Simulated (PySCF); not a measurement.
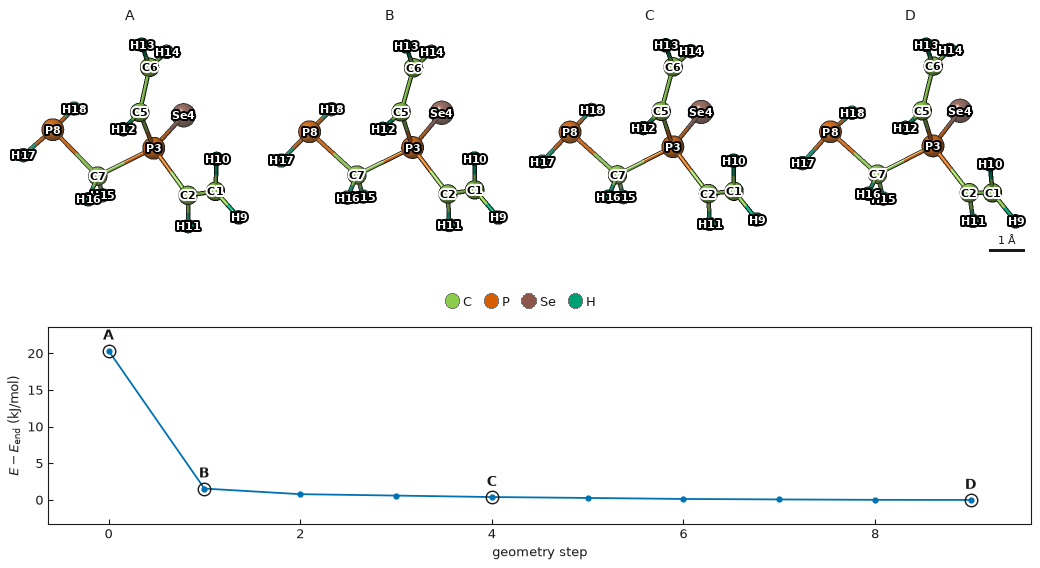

Frames of a relaxation of C$_{5}$H$_{10}$P$_{2}$Se, marked on the history of the run. The picture is a ball-and-stick view, seen at a tilt.

The start comes from GFN2-xTB. Its atoms were then displaced at random by about 0.01 Å.

Level of theory: PBE0-D3(BJ)/def2-SVP geometry optimisation, gas phase in PySCF 2.14.0, density-fitted response routines. 

**Describe the path.**

After 9 geometry steps the energy has fallen by 20.4 kJ/mol. The largest moves after the best rigid fit, 0.30 Å, are those of H10 and H11. Largest moves by element: H 0.30 Å, P 0.17 Å, Se 0.17 Å, C 0.13 Å. Among the contacts that change: P8–H17 1.377 → 1.429 Å, C1–C2 1.297 → 1.334 Å, C5–H12 1.063 → 1.097 Å, P3–C7 1.866 → 1.833 Å. Bond angles that change, for instance: P3–C7–P8 108.2° → 112.3°, C2–C1–H9 124.8° → 121.0°, H9–C1–H10 114.3° → 117.1°. From step 0 to 1: H17 moves most (0.22 Å), energy −18.8 kJ/mol. From step 1 to 4: H10 moves most (0.08 Å), energy −1.16 kJ/mol. From step 4 to 9: H atoms move most (0.17 Å), energy −0.40 kJ/mol.
